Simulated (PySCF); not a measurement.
Coordinates of C₃H₅NO (methoxyacetonitrile), SMILES COCC#N (Å):

```xyz
10

C     -1.0730     0.7725     0.3482
O     -0.6330     0.0530    -0.7722
C      0.3801    -0.8525    -0.5018
C      1.6488    -0.2107    -0.1059
N      2.6260     0.3179     0.2164
H     -1.8938     1.4213     0.0166
H     -0.2713     1.4030     0.7748
H     -1.4493     0.0987     1.1418
H      0.5624    -1.4353    -1.4175
H      0.1030    -1.5679     0.2997
```

Simulated rotational absorption lines between 2 and 20 GHz at 10 K: rigid rotor with the equilibrium constants and dipole of one optimised conformer (PBE0-D3(BJ)/def2-SVP, PySCF 2.14.0), commonest isotopes; no centrifugal distortion, hyperfine structure, internal rotation or nuclear-spin weights; lines within 1 MHz of each other are summed.

### What are the rotational constants, and what kind of rotor is it?

Rotational constants A, B, C = 12.18, 3.396, 2.868 GHz; Ray's κ = −0.89, an asymmetric top on the prolate side.

### Which dipole components drive the lines?

|μa|, |μb|, |μc| = 2.52, 1.07, 1.42 D; a-type lines carry 67 % of the intensity in this range.

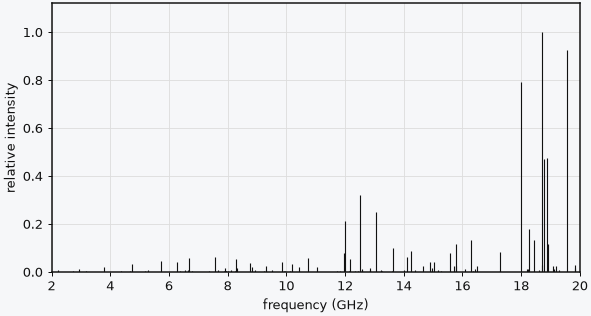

Caveats: coarse grid, loose stop and no frequency check, small forces are noise and the end may be a saddle.
